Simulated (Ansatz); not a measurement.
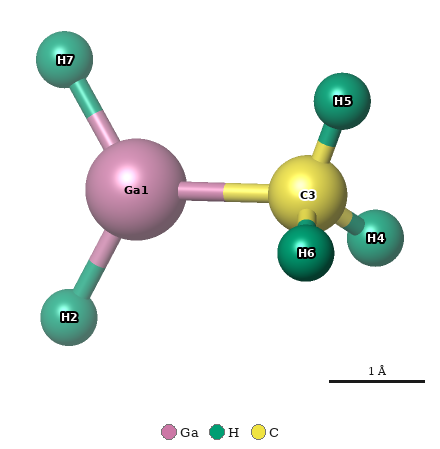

**Figure 1.** The starting structure (ball-and-stick view, seen at a tilt; atoms are numbered from 1 in the order of the input). Sticks mark near contacts. Bond lengths as drawn: C–Ga 1.99 Å, C–H 1.08 to 1.09 Å and Ga–H 1.58 Å.

Nudged elastic band of CH5Ga

CH5Ga, computed with RHF/def2-TZVP (Ansatz 0.2.0).

It belongs to a series of runs on one base structure; here: band between the two ends. Figures and captions count atoms from 1; the log counts them from 0 in places.

### The program's output
```
Engine: ansatz 0.2.0, aarch64-unknown-linux-gnu
Functional definition: HF
  exchange = exact_x
  correlation = 0
935 factors; their error is unknown
mean field evaluation 1: about -53440.9976 eV, gradient 2.7e1 eV
mean field evaluation 2: about -53442.5611 eV, gradient 1.3e1 eV
mean field evaluation 4: about -53442.9503 eV, gradient 1.2e0 eV
mean field evaluation 8: about -53443.7558 eV, gradient 4.6e-1 eV
mean field -53443.75590214 eV, -1964.0218039249 hartree, gradient 1.3e-5 eV, S^2 0.000000; 0 other end points of the search recorded, 0 dependent functions left out
the calculation of the forces begins
reference -53443.75590214 eV, -1964.0218039249 hartree; 21, 21 occupied and 88, 88 virtual orbitals, 935 factors
935 factors; their error is unknown
mean field evaluation 16: about -53442.4867 eV, gradient 8.6e0 eV
mean field -53443.50361711 eV, -1964.0125326211 hartree, gradient 1.0e-5 eV, S^2 0.000000; 0 other end points of the search recorded, 0 dependent functions left out
[... from here on the field's lines of each further geometry are left out, up to the last ...]
NEB iter   1: max|band force component| = 1.175e1 eV/Å  barrier→ = 6.1018 eV  barrier← = 5.8495 eV  Δτ_max = 0.2000 Å  (403 SCF iters)
NEB iter   2: max|band force component| = 4.744e0 eV/Å  barrier→ = 4.8189 eV  barrier← = 4.5666 eV  Δτ_max = 0.2000 Å  (256 SCF iters)
NEB iter   3: max|band force component| = 2.287e0 eV/Å  barrier→ = 4.1699 eV  barrier← = 3.9177 eV  Δτ_max = 0.2000 Å  (242 SCF iters)
NEB iter   4: max|band force component| = 1.100e0 eV/Å  barrier→ = 3.7681 eV  barrier← = 3.5158 eV  Δτ_max = 0.2000 Å  (226 SCF iters)
NEB iter   5: max|band force component| = 1.080e0 eV/Å  barrier→ = 2.9567 eV  barrier← = 2.7045 eV  Δτ_max = 0.1008 Å  (229 SCF iters)
NEB iter   6: max|band force component| = 6.374e-1 eV/Å  barrier→ = 2.9677 eV  barrier← = 2.7155 eV  Δτ_max = 0.0999 Å  (226 SCF iters)
NEB iter   7: max|band force component| = 2.068e0 eV/Å  barrier→ = 3.2581 eV  barrier← = 3.0058 eV  CI = image 3  Δτ_max = 0.1000 Å  (225 SCF iters)
NEB iter   8: max|band force component| = 1.817e0 eV/Å  barrier→ = 3.3309 eV  barrier← = 3.0786 eV  CI = image 3  Δτ_max = 0.1030 Å  (213 SCF iters)
NEB iter   9: max|band force component| = 9.414e-1 eV/Å  barrier→ = 3.6475 eV  barrier← = 3.3952 eV  CI = image 3  Δτ_max = 0.1457 Å  (222 SCF iters)
NEB iter  10: max|band force component| = 3.439e-1 eV/Å  barrier→ = 3.6318 eV  barrier← = 3.3796 eV  CI = image 3  Δτ_max = 0.1319 Å  (220 SCF iters)
NEB iter  11: max|band force component| = 1.341e-1 eV/Å  barrier→ = 3.6296 eV  barrier← = 3.3773 eV  CI = image 3  Δτ_max = 0.1085 Å  (208 SCF iters)
NEB iter  12: max|band force component| = 2.027e-1 eV/Å  barrier→ = 3.6141 eV  barrier← = 3.3618 eV  CI = image 3  Δτ_max = 0.0548 Å  (208 SCF iters)
NEB iter  13: max|band force component| = 1.587e-1 eV/Å  barrier→ = 3.6115 eV  barrier← = 3.3592 eV  CI = image 3  Δτ_max = 0.0397 Å  (212 SCF iters)
NEB iter  14: max|band force component| = 9.418e-2 eV/Å  barrier→ = 3.6107 eV  barrier← = 3.3584 eV  CI = image 3  Δτ_max = 0.0371 Å  (215 SCF iters)
NEB iter  15: max|band force component| = 3.815e-2 eV/Å  barrier→ = 3.6106 eV  barrier← = 3.3583 eV  CI = image 3  Δτ_max = 0.0489 Å  (213 SCF iters)
NEB iter  16: max|band force component| = 3.444e-2 eV/Å  barrier→ = 3.6106 eV  barrier← = 3.3583 eV  CI = image 3  Δτ_max = 0.0380 Å  (214 SCF iters)
the calculation of the forces begins
reference -53443.50130541 eV, -1964.0124476677 hartree; 21, 21 occupied and 88, 88 virtual orbitals, 935 factors
935 factors; their error is unknown
mean field evaluation 1056: about -53440.1452 eV, gradient 4.8e-1 eV
mean field -53440.14534732 eV, -1963.8891184823 hartree, gradient 1.3e-5 eV, S^2 0.000000; 1 other end points of the search recorded, 0 dependent functions left out
the calculation of the forces begins
reference -53440.14534732 eV, -1963.8891184823 hartree; 21, 21 occupied and 88, 88 virtual orbitals, 935 factors
NEB iter  17: max|band force component| = 2.367e-2 eV/Å  barrier→ = 3.6106 eV  barrier← = 3.3583 eV  CI = image 3  Δτ_max = 0.0000 Å  (584 SCF iters)
```

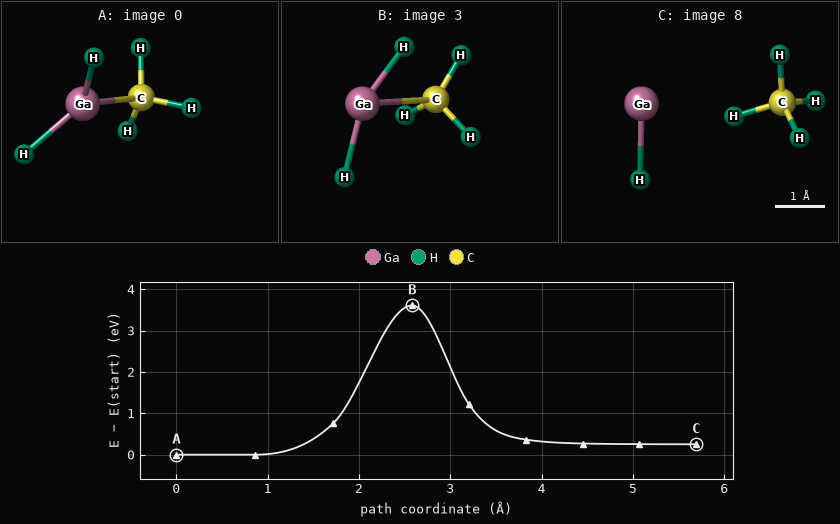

**Figure 2.** Images of the last band (counted from 0; ball-and-stick, seen at a tilt) above the energy along the path; the line is a cubic interpolation that uses the forces. The highest image is number 3, 3.611 eV above the start and 3.358 eV above the end (the climbing image); the end lies 0.252 eV above the start. The path is 5.69 Å long. The band converged in 17 iterations.

```
Total energy: -53440.14534732 eV, -1963.8891184823 hartree
Atom 0 at    -0.251481     0.030255     0.566133 Å, force    -0.000634    -0.001452    -0.003098 eV/Å
Atom 1 at     0.939665     0.336983     1.515783 Å, force     0.000405    -0.000055     0.000256 eV/Å
Atom 2 at     2.048908     0.020814     0.214159 Å, force     0.001086     0.001799     0.002134 eV/Å
Atom 3 at     2.215603    -0.993948    -0.130017 Å, force    -0.001053    -0.000549    -0.000610 eV/Å
Atom 4 at     2.148735     0.728547    -0.601477 Å, force     0.000256    -0.000679    -0.000213 eV/Å
Atom 5 at     2.757867     0.261857     0.994280 Å, force    -0.000880     0.000032    -0.001091 eV/Å
Atom 6 at    -0.649198    -0.384606    -0.881660 Å, force     0.000820     0.000904     0.002622 eV/Å
Dipole moment:     0.025934    -0.021746    -0.082181 e Å
this run last wrote the band of iteration 17 to [file]
```

### The last band as extended XYZ (Å, eV, eV/Å)
```
7
Properties=species:S:1:pos:R:3:forces:R:3 image=0 energy=-53443.75590
Ga    0.2745   -0.0633    0.4868    0.0020   0.0004  -0.0014
H    -0.1486   -0.4230    1.9687    0.0005  -0.0002   0.0006
C     2.2009    0.0604    0.0086    0.0003  -0.0004   0.0015
H     2.6928   -0.8913    0.1909   -0.0009  -0.0003   0.0000
H     2.3552    0.3318   -1.0285   -0.0010   0.0002  -0.0005
H     2.6971    0.7967    0.6347   -0.0009   0.0002   0.0001
H    -0.8619    0.1887   -0.5841   -0.0001   0.0001  -0.0004
7
Properties=species:S:1:pos:R:3:forces:R:3 image=1 energy=-53443.75595
Ga    0.2782   -0.0424    0.5054   -0.0012  -0.0005   0.0007
H    -0.1874    0.0048    2.0166   -0.0002   0.0000  -0.0003
C     2.2041    0.0572    0.0206    0.0018   0.0007  -0.0006
H     2.5779   -0.9454   -0.1753   -0.0002  -0.0003   0.0001
H     2.3546    0.6368   -0.8839   -0.0001  -0.0001   0.0000
H     2.8050    0.4838    0.8150    0.0000   0.0000   0.0000
H    -0.8222   -0.1947   -0.6213    0.0000   0.0002   0.0001
7
Properties=species:S:1:pos:R:3:forces:R:3 image=2 energy=-53442.99045
Ga    0.1518   -0.0155    0.4385    1.2342  -0.0200  -0.3484
H     0.4018    0.3405    1.9067   -1.5776   0.1855   1.1511
C     2.0970    0.0052    0.0813    0.1351  -0.0874  -0.4204
H     2.3796   -0.9763   -0.2724    0.4374  -0.0406  -0.3378
H     2.2875    0.7530   -0.6756    0.4384  -0.0700  -0.3307
H     2.6762    0.2435    0.9704   -0.2153  -0.0440  -0.1371
H    -0.7837   -0.3505   -0.7717   -0.4523   0.0766   0.4233
7
Properties=species:S:1:pos:R:3:forces:R:3 image=3 energy=-53440.14535
Ga   -0.2515    0.0303    0.5661   -0.0006  -0.0015  -0.0031
H     0.9397    0.3370    1.5158    0.0004  -0.0001   0.0003
C     2.0489    0.0208    0.2142    0.0011   0.0018   0.0021
H     2.2156   -0.9939   -0.1300   -0.0011  -0.0005  -0.0006
H     2.1487    0.7285   -0.6015    0.0003  -0.0007  -0.0002
H     2.7579    0.2619    0.9943   -0.0009   0.0000  -0.0011
H    -0.6492   -0.3846   -0.8817    0.0008   0.0009   0.0026
7
Properties=species:S:1:pos:R:3:forces:R:3 image=4 energy=-53442.53705
Ga   -0.5690    0.0685    0.6375   -1.9329   0.0656   0.3894
H     1.2394    0.2851    1.1733    1.7441  -0.5663  -2.0034
C     2.0499    0.0562    0.3516    0.0292   0.2546   0.8422
H     2.1262   -0.9713   -0.0132   -0.4689   0.2601   0.5411
H     2.0766    0.7040   -0.5282   -0.4619   0.0666   0.5977
H     2.8945    0.2719    0.9725    0.7774   0.0158  -0.0265
H    -0.6075   -0.4144   -0.9163    0.3131  -0.0964  -0.3405
7
Properties=species:S:1:pos:R:3:forces:R:3 image=5 energy=-53443.39094
Ga   -1.0826   -0.0003    0.5837   -0.2947  -0.0180  -0.0287
H     1.3902    0.2273    1.1315    0.1015   0.0000  -0.0178
C     2.1847    0.0754    0.4078    0.0834  -0.0002   0.0108
H     2.1489   -0.9340    0.0193    0.0049   0.0111   0.0392
H     2.0830    0.7745   -0.4120    0.0058   0.0119   0.0391
H     3.1191    0.2413    0.9236    0.1216  -0.0009  -0.0304
H    -0.6333   -0.3843   -0.9767   -0.0226  -0.0040  -0.0123
7
Properties=species:S:1:pos:R:3:forces:R:3 image=6 energy=-53443.48576
Ga   -1.4935   -0.1281    0.4191   -0.0356  -0.0048  -0.0164
H     1.5786    0.2183    1.2620    0.0142   0.0011   0.0098
C     2.3103    0.0925    0.4724    0.0240  -0.0008  -0.0033
H     2.2140   -0.8935    0.0362    0.0014   0.0006   0.0117
H     2.1524    0.8386   -0.2956    0.0027   0.0057   0.0076
H     3.3002    0.2081    0.8942    0.0160  -0.0001  -0.0071
H    -0.8518   -0.3361   -1.1111   -0.0226  -0.0017  -0.0023
7
Properties=species:S:1:pos:R:3:forces:R:3 image=7 energy=-53443.50130
Ga   -1.7391   -0.2491    0.2923   -0.0053  -0.0010  -0.0041
H     1.7841    0.2125    1.3991    0.0105   0.0065   0.0045
C     2.4143    0.0778    0.5280   -0.0087  -0.0077   0.0167
H     2.3387   -0.9456    0.1820    0.0052   0.0048  -0.0084
H     2.0974    0.7493   -0.2597    0.0021  -0.0040  -0.0047
H     3.4408    0.2925    0.7957    0.0029   0.0012  -0.0024
H    -1.1261   -0.1375   -1.2602   -0.0067   0.0002  -0.0017
7
Properties=species:S:1:pos:R:3:forces:R:3 image=8 energy=-53443.50362
Ga   -1.9764   -0.1821    0.1747    0.0021  -0.0002  -0.0015
H     2.0328    0.1891    1.5447    0.0006  -0.0002  -0.0022
C     2.5103    0.1009    0.5765    0.0014   0.0002   0.0030
H     2.2750   -0.8620    0.1407    0.0002  -0.0008   0.0004
H     2.1567    0.8882   -0.0774    0.0000   0.0011  -0.0002
H     3.5827    0.1884    0.6970   -0.0024  -0.0003  -0.0006
H    -1.3710   -0.3225   -1.3790   -0.0018   0.0002   0.0011
```

This output came from the following input.

### The input
```yaml
crystal:
  periodic: [false, false, false]
  atoms:
    - { symbol: Ga, position_ang: [0.274531, -0.063343, 0.486828] }
    - { symbol: H, position_ang: [-0.148554, -0.422965, 1.968723] }
    - { symbol: C, position_ang: [2.200913, 0.060358, 0.008616] }
    - { symbol: H, position_ang: [2.692781, -0.891251, 0.190941] }
    - { symbol: H, position_ang: [2.355241, 0.331786, -1.02851] }
    - { symbol: H, position_ang: [2.697057, 0.796658, 0.634709] }
    - { symbol: H, position_ang: [-0.86187, 0.188659, -0.584106] }
basis:
  gaussian: { orbitals: def2-TZVP }
hamiltonian:
  xc: hf
neb:
  order_check: false
  images: 7
  f_tol: 0.03
  max_iterations: 60
  final_atoms:
    - { symbol: Ga, position_ang: [-1.97641192, -0.1821473, 0.17468544] }
    - { symbol: H, position_ang: [2.03276878, 0.18913604, 1.5446975] }
    - { symbol: C, position_ang: [2.51034183, 0.10086792, 0.57652584] }
    - { symbol: H, position_ang: [2.27496432, -0.86204869, 0.1407275] }
    - { symbol: H, position_ang: [2.15670376, 0.88818293, -0.07738337] }
    - { symbol: H, position_ang: [3.58269737, 0.18837624, 0.69697023] }
    - { symbol: H, position_ang: [-1.37096514, -0.32246514, -1.37902213] }
  initial_path:
    images:
      - { positions_ang: [[0.274531, -0.063343, 0.486828], [-0.148554, -0.422965, 1.968723], [2.200913, 0.060358, 0.008616], [2.692781, -0.891251, 0.190941], [2.355241, 0.331786, -1.02851], [2.697057, 0.796658, 0.634709], [-0.86187, 0.188659, -0.584106]] }
      - { positions_ang: [[0.2056145, -0.05643083, 0.36738672], [0.14850321, -0.31830396, 1.83662349], [2.18684578, 0.05088851, 0.10376088], [2.64479681, -0.92219518, 0.19805038], [2.26342993, 0.37984221, -0.9185135], [2.74870348, 0.74311624, 0.71961196], [-0.98779471, 0.12298501, -0.62971893]] }
      - { positions_ang: [[0.13669799, -0.04951866, 0.24794544], [0.44556042, -0.21364292, 1.70452397], [2.17277857, 0.04141902, 0.19890576], [2.59681263, -0.95313935, 0.20515977], [2.17161886, 0.42789841, -0.808517], [2.80034996, 0.68957448, 0.80451492], [-1.11371943, 0.05731102, -0.67533185]] }
      - { positions_ang: [[0.06778149, -0.04260649, 0.12850416], [0.74261763, -0.10898188, 1.57242446], [2.15871135, 0.03194953, 0.29405064], [2.54882844, -0.98408353, 0.21226915], [2.0798078, 0.47595462, -0.6985205], [2.85199644, 0.63603272, 0.88941788], [-1.23964414, -0.00836297, -0.72094478]] }
      - { positions_ang: [[-0.00113501, -0.03569432, 0.00906288], [1.03967484, -0.00432084, 1.44032494], [2.14464413, 0.02248004, 0.38919552], [2.50084425, -1.0150277, 0.21937854], [1.98799673, 0.52401083, -0.58852401], [2.90364291, 0.58249095, 0.97432083], [-1.36556885, -0.07403696, -0.76655771]] }
      - { positions_ang: [[-0.49495424, -0.07230756, 0.05046852], [1.28794832, 0.04404338, 1.46641808], [2.23606856, 0.04207701, 0.4360281], [2.44437427, -0.97678295, 0.19971578], [2.03017349, 0.61505385, -0.46073885], [3.07340653, 0.48396228, 0.90498318], [-1.36691792, -0.136144, -0.91967381]] }
      - { positions_ang: [[-0.98877346, -0.10892081, 0.09187416], [1.53622181, 0.0924076, 1.49251122], [2.32749298, 0.06167398, 0.48286068], [2.38790428, -0.93853819, 0.18005302], [2.07235025, 0.70609688, -0.33295369], [3.24317014, 0.3854336, 0.83564553], [-1.368267, -0.19825105, -1.07278992]] }
      - { positions_ang: [[-1.48259269, -0.14553406, 0.1332798], [1.78449529, 0.14077182, 1.51860436], [2.41891741, 0.08127095, 0.52969326], [2.3314343, -0.90029344, 0.16039026], [2.114527, 0.79713991, -0.20516853], [3.41293375, 0.28690492, 0.76630788], [-1.36961607, -0.26035809, -1.22590603]] }
      - { positions_ang: [[-1.97641192, -0.1821473, 0.17468544], [2.03276878, 0.18913604, 1.5446975], [2.51034183, 0.10086792, 0.57652584], [2.27496432, -0.86204869, 0.1407275], [2.15670376, 0.88818293, -0.07738337], [3.58269737, 0.18837624, 0.69697023], [-1.37096514, -0.32246514, -1.37902213]] }
```

Command:
```bash
ansatz run input.yaml --threads 2 --pin off --max-ram 3072MiB --backend cpu --events-out ev --progress --plain --runs-dir out
```

### Summary

- outcome: converged
- barrier, forward: 3.611 eV
- barrier, backward: 3.358 eV
- hardware: 2 threads of Arm Neoverse V1, 24 GiB of memory available, shared host
- wall time: 1.7 min (CPU time 3.3 min)
- peak memory: 0.26 GiB

### Notes

The order of the saddle point was not checked.
